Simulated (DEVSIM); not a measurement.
Device: abrupt Si n-p junction, at 300 K.

```
layer (left to right)  material  thickness (μm)  Nd (cm⁻³)  Na (cm⁻³)  τn (s)  τp (s)
---------------------  --------  --------------  ---------  ---------  ------  ------
1                            Si           0.960     4.6e16          -  5.7e-6  5.7e-6
2                            Si           0.390          -     5.4e13  5.7e-6  5.7e-6
```

Left contact: ohmic. Right contact: ohmic. Voltage is applied to the left contact. Recombination: SRH at mid-gap, Auger. Mobility is constant in doping.

Constants are typed, rounded textbook-type inputs, not results; the design itself was drawn at random and stands for no fabricated device. Values at 300 K.

```csv
parameter,Si
gap (eV),1.124
affinity (eV),4.05
permittivity,11.7
Nc (cm⁻³),2.86e19
Nv (cm⁻³),3.1e19
μn (cm²/Vs),1417
μp (cm²/Vs),470
Cn (cm⁶/s),2.8e-31
Cp (cm⁶/s),9.9e-32
```

Model (solved in DEVSIM): 1D drift-diffusion, Boltzmann statistics, complete ionisation; no tunnelling, impact ionisation, image-force lowering or self-heating.

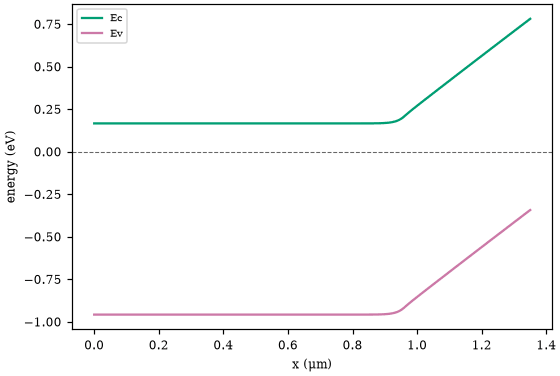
Figure. Band edges at zero bias

Energies count from the Fermi level of the right contact; mesh points crowd at the junctions.

```csv
x (μm),Ec (eV),Ev (eV),n (cm⁻³),p (cm⁻³),field (V/cm)
0.000,0.166,-0.958,4.6e16,2500,≈ 0
0.01498,0.166,-0.958,4.6e16,2500,≈ 0
0.03883,0.166,-0.958,4.6e16,2500,≈ 0
0.07679,0.166,-0.958,4.6e16,2500,≈ 0
0.1645,0.166,-0.958,4.6e16,2500,≈ 0
0.2768,0.166,-0.958,4.6e16,2500,≈ 0
0.4372,0.166,-0.958,4.6e16,2500,≈ 0
0.6799,0.166,-0.958,4.6e16,2500,≈ 0
0.7935,0.166,-0.958,4.6e16,2500,≈ 0
0.8648,0.167,-0.957,4.5e16,2600,190
0.9096,0.170,-0.954,4.0e16,2900,1900
0.9446,0.187,-0.937,2.0e16,5700,9700
0.9597,0.207,-0.917,9.4e15,12000,17000
0.9732,0.229,-0.895,4.0e15,29000,16000
1.005,0.277,-0.847,6.3e14,180000,15000
1.043,0.334,-0.790,7.0e13,1700000,15000
1.096,0.412,-0.712,3.4e12,3.4e7,15000
1.178,0.531,-0.593,3.4e10,3.4e9,15000
1.265,0.657,-0.467,2.6e8,4.5e11,15000
1.304,0.715,-0.409,2.8e7,4.1e12,14000
1.329,0.752,-0.372,6800000,1.7e13,14000
1.350,0.781,-0.343,2200000,5.4e13,14000
```
